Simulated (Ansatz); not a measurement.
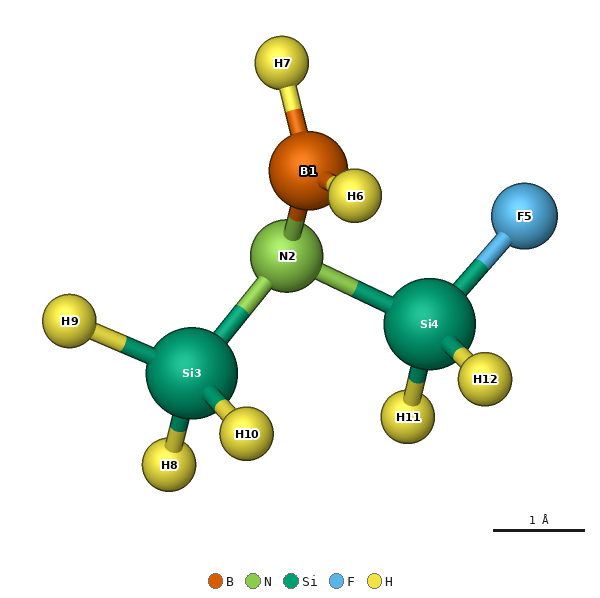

*The starting structure (ball-and-stick view, seen at a tilt; atoms are numbered from 1 in the order of the input).*

Bond lengths as drawn: B–H 1.15 to 1.23 Å, B–N 1.52 Å, F–Si 1.73 Å, H–Si 1.42 to 1.53 Å and N–Si 1.77 to 1.78 Å.

# BSi2NH7F: geometry relaxation (part 1 of 2)

System: BSi2NH7F, SMILES BN([SiH3])[SiH2]F.
Method: RKS PBE-D4/def2-SVP (Ansatz 0.2.0).

The geometry: force-field start. Figures and captions count atoms from 1; the log counts them from 0 in places.

### What the program printed
```
Functional definition: PBE
  name "PBE"
  cite "Perdew, Burke & Ernzerhof, Phys. Rev. Lett. 77, 3865 (1996) doi:10.1103/PhysRevLett.77.3865"
  parent pbe
  parameter kappa = 0.804
  parameter beta = 0.06672455060314922
  exchange = pbe_x(kappa = kappa, mu = beta*pi^2/3)
  correlation = pbe_c(beta = beta)
1272 factors; their error is unknown
mean field evaluation 1: about -20723.2300 eV, gradient 6.1e1 eV
mean field evaluation 2: about -20690.7384 eV, gradient 1.3e2 eV
mean field evaluation 4: about -20730.8124 eV, gradient 9.0e0 eV
mean field evaluation 8: about -20730.9681 eV, gradient 1.2e-1 eV
mean field evaluation 16: about -20730.8803 eV, gradient 1.7e-4 eV
mean field -20730.88026503 eV, -761.8457978444 hartree, gradient 7.5e-5 eV, S^2 0.000000; 0 other end points of the search recorded, 0 dependent functions left out
the calculation of the forces begins
reference -20730.88030427 eV, -761.8457992867 hartree; 28, 28 occupied and 85, 85 virtual orbitals, 1272 factors
relax step   1: F+E_penalty+E_count = -20731.17122479 eV  Δ(F+E_penalty+E_count) = +0.000e0 eV  max|allowed force component| = 3.589e0 eV/Å  Δτ_max = 0.0000 Å  (27 SCF iters, accepted)
these checks for a lower state are left out or cut short: starts, cluster_reference, orbital_swaps, neighbouring_geometries, increment
1272 factors; their error is unknown
mean field -20731.31290474 eV, -761.8616970605 hartree, gradient 2.6e-5 eV, S^2 0.000000; 0 other end points of the search recorded, 0 dependent functions left out
[... from here on the field's lines of each further geometry are left out, up to the last ...]
relax step   2: F+E_penalty+E_count = -20731.60203259 eV  Δ(F+E_penalty+E_count) = -4.308e-1 eV  max|allowed force component| = 1.274e0 eV/Å  Δτ_max = 0.1097 Å  (28 SCF iters, accepted)
relax step   3: F+E_penalty+E_count = -20731.75717411 eV  Δ(F+E_penalty+E_count) = -1.551e-1 eV  max|allowed force component| = 5.323e-1 eV/Å  Δτ_max = 0.1998 Å  (27 SCF iters, accepted)
relax step   4: F+E_penalty+E_count = -20731.85469860 eV  Δ(F+E_penalty+E_count) = -9.752e-2 eV  max|allowed force component| = 5.561e-1 eV/Å  Δτ_max = 0.1952 Å  (29 SCF iters, accepted)
relax step   5: F+E_penalty+E_count = -20731.96949048 eV  Δ(F+E_penalty+E_count) = -1.148e-1 eV  max|allowed force component| = 8.111e-1 eV/Å  Δτ_max = 0.1958 Å  (28 SCF iters, accepted)
relax step   6: F+E_penalty+E_count = -20732.14707949 eV  Δ(F+E_penalty+E_count) = -1.776e-1 eV  max|allowed force component| = 8.708e-1 eV/Å  Δτ_max = 0.2000 Å  (29 SCF iters, accepted)
relax step   7: F+E_penalty+E_count = -20732.36900579 eV  Δ(F+E_penalty+E_count) = -2.219e-1 eV  max|allowed force component| = 6.960e-1 eV/Å  Δτ_max = 0.2000 Å  (28 SCF iters, accepted)
relax step   8: F+E_penalty+E_count = -20732.53366030 eV  Δ(F+E_penalty+E_count) = -1.647e-1 eV  max|allowed force component| = 5.867e-1 eV/Å  Δτ_max = 0.2000 Å  (28 SCF iters, accepted)
relax step   9: F+E_penalty+E_count = -20732.64960903 eV  Δ(F+E_penalty+E_count) = -1.159e-1 eV  max|allowed force component| = 4.291e-1 eV/Å  Δτ_max = 0.2000 Å  (28 SCF iters, accepted)
relax step  10: F+E_penalty+E_count = -20732.71550974 eV  Δ(F+E_penalty+E_count) = -6.590e-2 eV  max|allowed force component| = 2.338e-1 eV/Å  Δτ_max = 0.2000 Å  (29 SCF iters, accepted)
relax step  11: F+E_penalty+E_count = -20732.74123961 eV  Δ(F+E_penalty+E_count) = -2.573e-2 eV  max|allowed force component| = 9.845e-2 eV/Å  Δτ_max = 0.1687 Å  (28 SCF iters, accepted)
relax step  12: F+E_penalty+E_count = -20732.74740682 eV  Δ(F+E_penalty+E_count) = -6.167e-3 eV  max|allowed force component| = 7.624e-2 eV/Å  Δτ_max = 0.1098 Å  (30 SCF iters, accepted)
relax step  13: F+E_penalty+E_count = -20732.74488942 eV  Δ(F+E_penalty+E_count) = +2.517e-3 eV  max|allowed force component| = 6.368e-1 eV/Å  Δτ_max = 0.1989 Å  (27 SCF iters, rejected (line search))
relax step  14: F+E_penalty+E_count = -20732.75595572 eV  Δ(F+E_penalty+E_count) = -8.549e-3 eV  max|allowed force component| = 7.063e-2 eV/Å  Δτ_max = 0.0995 Å  (29 SCF iters, accepted)
relax step  15: F+E_penalty+E_count = -20732.76058870 eV  Δ(F+E_penalty+E_count) = -4.633e-3 eV  max|allowed force component| = 1.311e-1 eV/Å  Δτ_max = 0.0976 Å  (29 SCF iters, accepted)
relax step  16: F+E_penalty+E_count = -20732.76001289 eV  Δ(F+E_penalty+E_count) = +5.758e-4 eV  max|allowed force component| = 3.639e-1 eV/Å  Δτ_max = 0.1267 Å  (29 SCF iters, rejected (line search))
relax step  17: F+E_penalty+E_count = -20732.76377206 eV  Δ(F+E_penalty+E_count) = -3.183e-3 eV  max|allowed force component| = 4.942e-2 eV/Å  Δτ_max = 0.0633 Å  (29 SCF iters, accepted)
relax step  18: F+E_penalty+E_count = -20732.76613645 eV  Δ(F+E_penalty+E_count) = -2.364e-3 eV  max|allowed force component| = 5.203e-2 eV/Å  Δτ_max = 0.0732 Å  (29 SCF iters, accepted)
relax step  19: F+E_penalty+E_count = -20732.76775412 eV  Δ(F+E_penalty+E_count) = -1.618e-3 eV  max|allowed force component| = 1.129e-1 eV/Å  Δτ_max = 0.1102 Å  (30 SCF iters, accepted)
relax step  20: F+E_penalty+E_count = -20732.76836674 eV  Δ(F+E_penalty+E_count) = -6.126e-4 eV  max|allowed force component| = 1.769e-1 eV/Å  Δτ_max = 0.0504 Å  (30 SCF iters, accepted)
relax step  21: F+E_penalty+E_count = -20732.76974774 eV  Δ(F+E_penalty+E_count) = -1.381e-3 eV  max|allowed force component| = 1.534e-2 eV/Å  Δτ_max = 0.0350 Å  (31 SCF iters, accepted)
relax step  22: F+E_penalty+E_count = -20732.77005926 eV  Δ(F+E_penalty+E_count) = -3.115e-4 eV  max|allowed force component| = 1.186e-2 eV/Å  Δτ_max = 0.0327 Å  (29 SCF iters, accepted)
relax step  23: F+E_penalty+E_count = -20732.77032346 eV  Δ(F+E_penalty+E_count) = -2.642e-4 eV  max|allowed force component| = 7.385e-2 eV/Å  Δτ_max = 0.0830 Å  (30 SCF iters, accepted)
relax step  24: F+E_penalty+E_count = -20732.77055999 eV  Δ(F+E_penalty+E_count) = -2.365e-4 eV  max|allowed force component| = 2.482e-2 eV/Å  Δτ_max = 0.0132 Å  (31 SCF iters, accepted)
relax step  25: F+E_penalty+E_count = -20732.77081640 eV  Δ(F+E_penalty+E_count) = -2.564e-4 eV  max|allowed force component| = 3.185e-2 eV/Å  Δτ_max = 0.0319 Å  (30 SCF iters, accepted)
relax step  26: F+E_penalty+E_count = -20732.77122559 eV  Δ(F+E_penalty+E_count) = -4.092e-4 eV  max|allowed force component| = 4.522e-2 eV/Å  Δτ_max = 0.0887 Å  (29 SCF iters, accepted)
relax step  27: F+E_penalty+E_count = -20732.77150395 eV  Δ(F+E_penalty+E_count) = -2.784e-4 eV  max|allowed force component| = 5.413e-2 eV/Å  Δτ_max = 0.0498 Å  (29 SCF iters, accepted)
relax step  28: F+E_penalty+E_count = -20732.77190696 eV  Δ(F+E_penalty+E_count) = -4.030e-4 eV  max|allowed force component| = 6.048e-2 eV/Å  Δτ_max = 0.0492 Å  (30 SCF iters, accepted)
relax step  29: F+E_penalty+E_count = -20732.77208639 eV  Δ(F+E_penalty+E_count) = -1.794e-4 eV  max|allowed force component| = 1.026e-1 eV/Å  Δτ_max = 0.0936 Å  (29 SCF iters, accepted)
relax step  30: F+E_penalty+E_count = -20732.77284603 eV  Δ(F+E_penalty+E_count) = -7.596e-4 eV  max|allowed force component| = 8.086e-2 eV/Å  Δτ_max = 0.0128 Å  (32 SCF iters, accepted)
relax step  31: F+E_penalty+E_count = -20732.77358448 eV  Δ(F+E_penalty+E_count) = -7.384e-4 eV  max|allowed force component| = 3.857e-2 eV/Å  Δτ_max = 0.0117 Å  (24 SCF iters, accepted)
the calculation of the forces begins
reference -20732.49082420 eV, -761.9049848023 hartree; 28, 28 occupied and 85, 85 virtual orbitals, 1272 factors
relax step  32: F+E_penalty+E_count = -20732.77451212 eV  Δ(F+E_penalty+E_count) = -9.276e-4 eV  max|allowed force component| = 1.997e-2 eV/Å  Δτ_max = 0.0570 Å  (30 SCF iters, accepted)
```

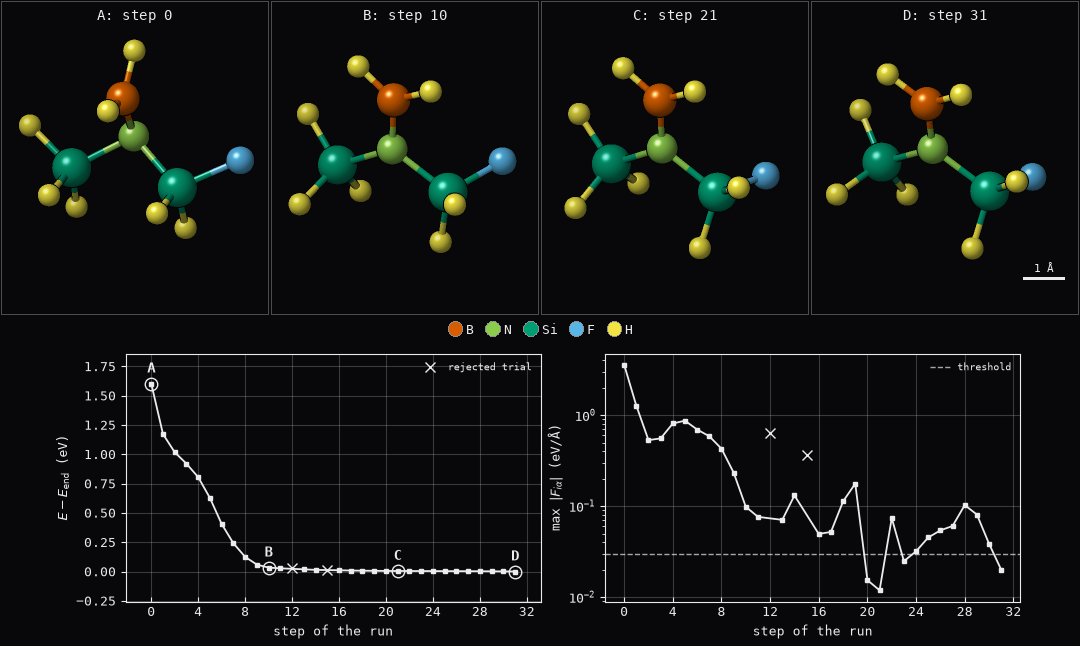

*Frames of the relaxation (ball-and-stick view, seen at a tilt) above the curves, on which the letters mark them (the first geometry is step 0 here and step 1 in the log).*

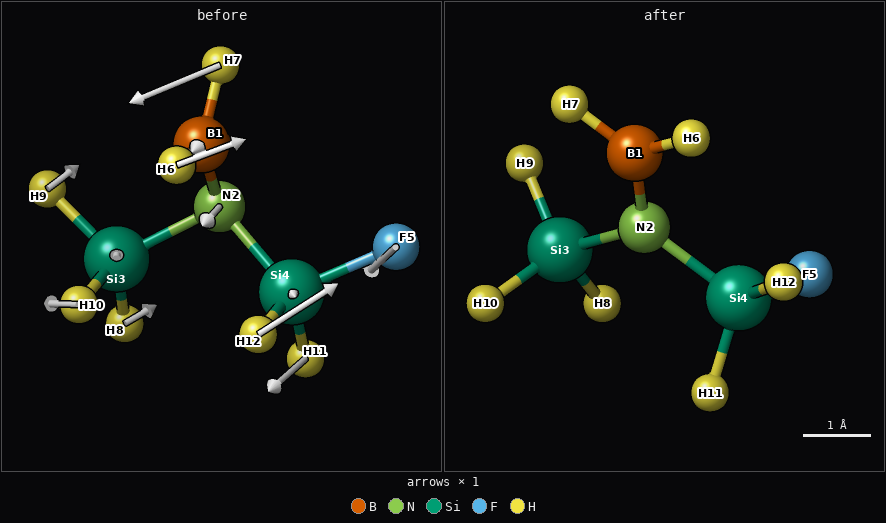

*Before (left) and after (right) the relaxation, at one scale (ball-and-stick view, seen at a tilt). The white arrows give the displacements, at true length.*

The atom that moves furthest after the best rigid fit is H7 (1.57 Å). By element the largest moves are H 1.57 Å, F 1.48 Å, N 0.75 Å, B 0.39 Å, Si 0.26 Å. Distances before and after: B1–N2 1.516 → 1.424 Å, Si4–F5 1.727 → 1.638 Å, Si3–H8 1.425 → 1.503 Å, Si4–H12 1.415 → 1.493 Å. Among the angles that change: Si3–N2–Si4 106.6° → 120.2°, B1–N2–Si3 106.1° → 119.7°, N2–B1–H6 126.0° → 119.8°. Over 31 geometry steps the energy falls by 1.603 eV. Largest force component: 3.6 eV/Å at the start, 0.02 eV/Å at the end. The line search rejected the trial steps at points 12, 15 (counted from 0) and went back. (Atoms are counted from 1 in the order of the input.)

```
1272 factors; their error is unknown
mean field -20732.49078395 eV, -761.9049833232 hartree, gradient 7.1e-6 eV, S^2 0.000000; 1 other end points of the search recorded, 0 dependent functions left out
the calculation of the forces begins
reference -20732.49082420 eV, -761.9049848023 hartree; 28, 28 occupied and 85, 85 virtual orbitals, 1272 factors
Total energy: -20732.77455237 eV, -761.9154116201 hartree
Atom 0 at     0.691918     1.536657    -0.144360 Å, force     0.003198    -0.003882     0.000397 eV/Å
Atom 1 at     0.123852     0.235723    -0.029733 Å, force    -0.008123    -0.005517    -0.019967 eV/Å
Atom 2 at     0.165553    -0.617037     1.548827 Å, force     0.009661     0.000157     0.007756 eV/Å
Atom 3 at    -0.608114    -0.537583    -1.439688 Å, force     0.003990     0.007429     0.003330 eV/Å
Atom 4 at    -2.239370    -0.436334    -1.332099 Å, force     0.000045    -0.001899     0.002620 eV/Å
Atom 5 at     0.681508     2.109889    -1.219796 Å, force    -0.000393     0.002433     0.000801 eV/Å
Atom 6 at     1.189464     2.066496     0.834983 Å, force     0.001707    -0.003780     0.002649 eV/Å
Atom 7 at    -0.943666    -1.631332     1.552053 Å, force     0.006869     0.004157     0.002263 eV/Å
Atom 8 at    -0.027707     0.373989     2.655548 Å, force    -0.006676    -0.004310    -0.002818 eV/Å
Atom 9 at     1.478837    -1.329069     1.716449 Å, force    -0.007968     0.004980     0.001339 eV/Å
Atom 10 at    -0.265936    -1.996778    -1.429798 Å, force    -0.001432    -0.000966     0.000320 eV/Å
Atom 11 at    -0.169238     0.170178    -2.678285 Å, force    -0.000880     0.001197     0.001310 eV/Å
Dipole moment:     0.175203    -0.198892     0.067804 e Å
```

### Trajectory as extended XYZ (Å, eV, eV/Å), 18 of the 32 frames kept, from step=1 to step=32
```
12
Properties=species:S:1:pos:R:3:forces:R:3 step=1 energy=-20731.17122
B     0.3003    1.5759    0.0305   -3.1280   0.0378   1.0815
N    -0.5534    0.3515    0.2939    1.1832   1.0799  -1.0775
Si    0.4080   -0.7011    1.3380    0.9118   1.1243   1.0335
Si   -0.7150   -0.4901   -1.2674   -3.5890   0.7040  -0.2154
F    -1.7310    0.4396   -2.3093    1.5795  -1.0434   1.3538
H     1.3207    1.5855   -0.4893    1.8702  -0.3996  -0.8937
H    -0.1715    2.6747    0.3156    0.0748  -0.2741   0.1374
H    -0.2464   -1.9372    1.6101   -0.9005  -1.2742   0.1952
H     0.6986   -0.0052    2.6731   -0.1614  -0.1117  -0.4568
H     1.7273   -1.0112    0.7264    0.4041  -0.1046  -0.1754
H    -1.4899   -1.7768   -1.0026    0.2743   0.3466  -0.0339
H     0.5294   -0.7608   -1.8849    1.4810  -0.0851  -0.9486
12
Properties=species:S:1:pos:R:3:forces:R:3 step=3 energy=-20731.75717
B     0.2235    1.6104   -0.0030   -0.2807  -0.2584   0.1955
N    -0.4249    0.3069    0.2277    0.4969   0.3886  -0.1902
Si    0.4704   -0.7023    1.3915   -0.0992   0.0670   0.1270
Si   -0.7279   -0.5345   -1.2910   -0.4657   0.5323  -0.2574
F    -1.6085    0.5283   -2.2169    0.3139  -0.4945   0.3593
H     1.2635    1.6599   -0.6437   -0.0003   0.1042  -0.1869
H    -0.2528    2.6371    0.4628    0.0677  -0.1539   0.0517
H    -0.3622   -1.9243    1.6105   -0.0252  -0.1162   0.0722
H     0.6784    0.0611    2.6692   -0.0413  -0.0058  -0.0350
H     1.8210   -1.1130    0.8544    0.0003  -0.0043   0.0495
H    -1.5201   -1.7598   -0.9628   -0.0374  -0.0142  -0.0800
H     0.5166   -0.8250   -2.0646    0.0711  -0.0448  -0.1058
12
Properties=species:S:1:pos:R:3:forces:R:3 step=5 energy=-20731.96949
B     0.2361    1.6191   -0.0134    0.2863   0.2932  -0.5731
N    -0.3126    0.2874    0.1753    0.5839   0.0758   0.2259
Si    0.4511   -0.7085    1.4423   -0.2183   0.0100   0.0431
Si   -0.6896   -0.5328   -1.3271    0.1505  -0.2728  -0.2201
F    -1.5843    0.5218   -2.1912   -0.1691   0.1013  -0.1383
H     1.0792    1.8177   -0.9491   -0.8111   0.0077   0.5389
H    -0.1359    2.5538    0.7043    0.3720  -0.3262  -0.0060
H    -0.4090   -1.9257    1.6427    0.0257   0.0302   0.0471
H     0.6089    0.0942    2.6982   -0.0602   0.0344   0.0193
H     1.8215   -1.1658    0.9954   -0.0726   0.0148   0.0568
H    -1.4994   -1.7414   -0.9747   -0.0189  -0.0166  -0.0467
H     0.5113   -0.8750   -2.1687   -0.0682   0.0481   0.0531
12
Properties=species:S:1:pos:R:3:forces:R:3 step=6 energy=-20732.14708
B     0.2713    1.6122   -0.0299    0.2931   0.4661  -0.6202
N    -0.2339    0.2683    0.1332    0.6072   0.0301   0.2448
Si    0.4209   -0.7039    1.4824   -0.2004   0.0393  -0.0530
Si   -0.6636   -0.5393   -1.3670    0.0889  -0.1959  -0.1536
F    -1.6714    0.4874   -2.1359   -0.1340   0.0622  -0.1471
H     0.9700    1.8857   -1.0732   -0.8708  -0.0574   0.7799
H     0.0186    2.4919    0.8152    0.4128  -0.4718  -0.2112
H    -0.4645   -1.9026    1.6793    0.0005   0.0323   0.0558
H     0.5409    0.1375    2.7177   -0.0723   0.0319  -0.0076
H     1.7974   -1.1978    1.1006   -0.0800   0.0061   0.0792
H    -1.4038   -1.7898   -0.9982    0.0275  -0.0025  -0.0449
H     0.4953   -0.8048   -2.2900   -0.0726   0.0596   0.0779
```
